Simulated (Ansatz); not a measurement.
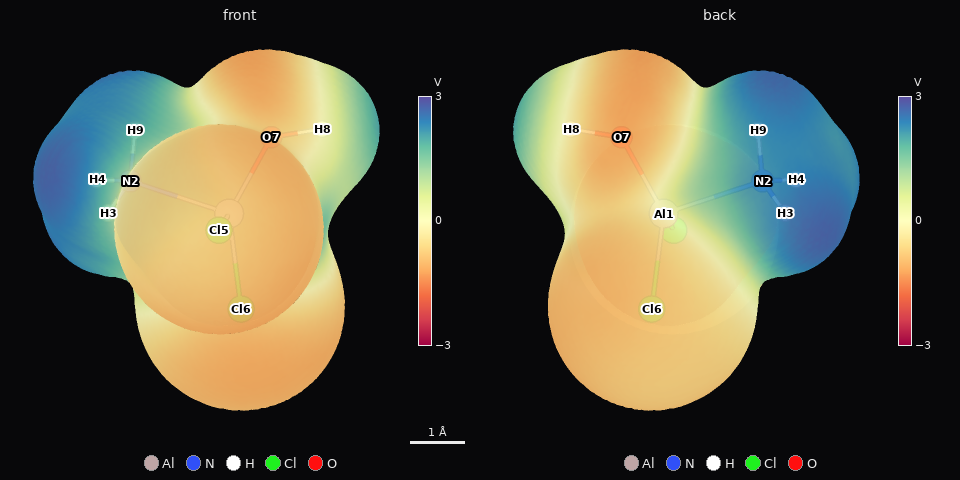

Figure. AlCl$_{2}$H$_{4}$NO. The molecular electrostatic potential painted on the density surface at 0.002 e/bohr³, seen from the front and from behind; the colour scale runs from red (negative) to blue (positive).

Level of theory: RKS B3LYP/def2-SVP (Ansatz 0.2.0).

```csv
atom,x (Å),y (Å),z (Å)
Al,-0.3117,0.5440,0.1254
N,-0.0913,0.1284,2.0831
H,-0.7442,-0.5945,2.3965
H,0.8606,-0.1740,2.3056
Cl,1.6499,0.1617,-0.6389
Cl,-1.8008,-0.8700,-0.4751
O,-0.7889,2.1789,0.3659
H,-1.0140,2.7919,-0.3391
H,-0.2891,0.9923,2.5975
```

Question: Which sites attract a positive test charge, and which a negative one?

Answer: A positive charge is drawn to the negative regions and a negative charge to the positive ones. The most negative region (about −1.2 V) lies over Cl5, Cl6 and O7, the most positive (about +2.7 V) over H3 and H4.
